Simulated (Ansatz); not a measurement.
**CuFH (charge +1): density, localisation and related maps**

The calculation's input:

```
crystal:
  periodic: [false, false, false]
  atoms:
    - {symbol: Cu, position_ang: [0.010897, 0.010526, -1.610532]}
    - {symbol: F, position_ang: [0.183602, 0.175190, 0.418796]}
    - {symbol: H, position_ang: [-0.194501, -0.185818, 1.191737]}
basis:
  gaussian: {orbitals: "def2-TZVPPD.json"}
total_charge: 1
hamiltonian: {xc: pbe0, dispersion: d4}
output: {orbitals: {seedname: orbitals}}
```

Command:

```sh
ansatz run in.yaml --threads 2 --pin off --events-out ev --progress --plain --max-ram 5222MiB
```

Geometry: PBE0-D4/def2-TZVP.

Theory: RKS PBE0-D4/def2-TZVPPD in Ansatz 0.2.0.

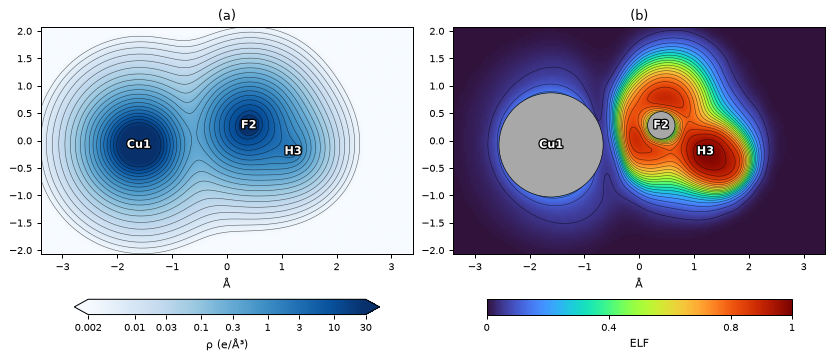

Figure 1. (a) electron density; (b) electron localisation function on the molecular plane. Grey discs cover the atomic cores in the ELF map.

What do the fields say about this system?

Atoms in the plane: Cu, F and H.
Cu–F (2.04 Å): ρ is about 0.38 e/Å³ halfway; the ELF is about 0.10 at the midpoint.
F–H (0.93 Å): ρ is about 4.7 e/Å³ halfway; the ELF climbs to about 1 towards the hydrogen, as it does in any bond to H (a covalent bond by its length).

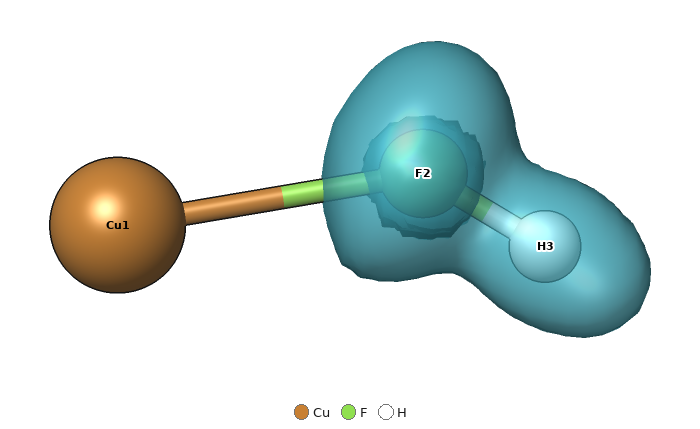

Figure 2. Isosurface of the ELF at 0.75 (cyan), seen across its widest extent. Only the valence region is drawn (cores and ρ < 0.01 e/Å³ removed).

Describe the localisation domains.

The surface consists of one joined region spread over several atoms (F, H), in which their bonds and any lone pairs are merged.

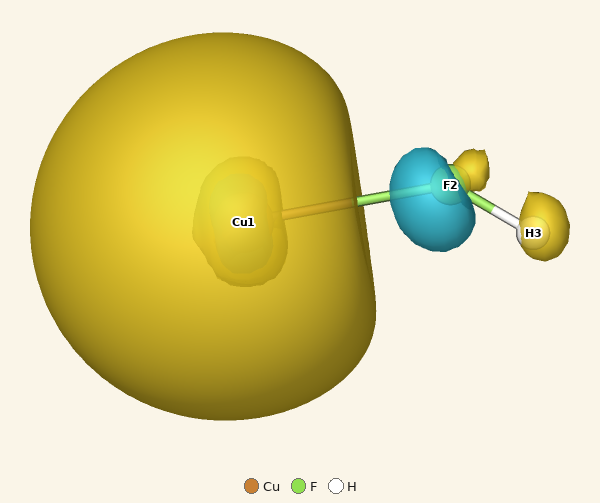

Figure 3. The LUMO at ±0.1 Å⁻³ᐟ² (yellow and cyan are the two phases), seen across its widest extent.

Where does this orbital lie, and at what energy?

By Hirshfeld shares it lies mainly on Cu1 (about 95 %). Its energy is −8.83 eV.
